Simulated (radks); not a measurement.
Theory: scalar-relativistic Kohn-Sham, BLYP, spin-polarised, spherical densities, point nucleus (computed with the in-house radial solver radks). The occupation of the 3d shell is varied from V²⁺ ([Ar] 3d3 (high spin)) to V⁺ ([Ar] 3d4 (high spin)), with spherical fractional occupations. Wanted, and plotted below: the total energy less the straight line between the end points, and the eigenvalue of 3d↑ (the dashed line is minus the energy to take the whole electron out).

The curve is convex (below the straight line), with the largest deviation among the points computed, −1.57 eV, at 0.5. The end points differ by 15.7 eV, the energy to take the electron out. The eigenvalue, which is the slope of the energy (Janak's theorem), moves from −22.2 eV at 0 to −9.70 eV at 1; for a straight line it would stay constant, and a parabola would sag by an eighth of this change, scaled to a whole electron, 1.56 eV. Convexity is the mark of the delocalisation error, which puts fractional charges too low; for p, d and f shells the spherical spreading of the fraction adds to it.

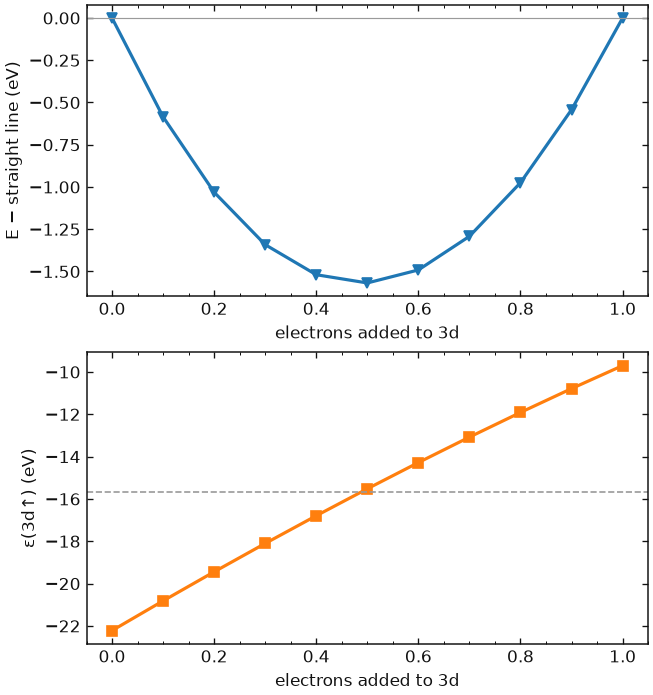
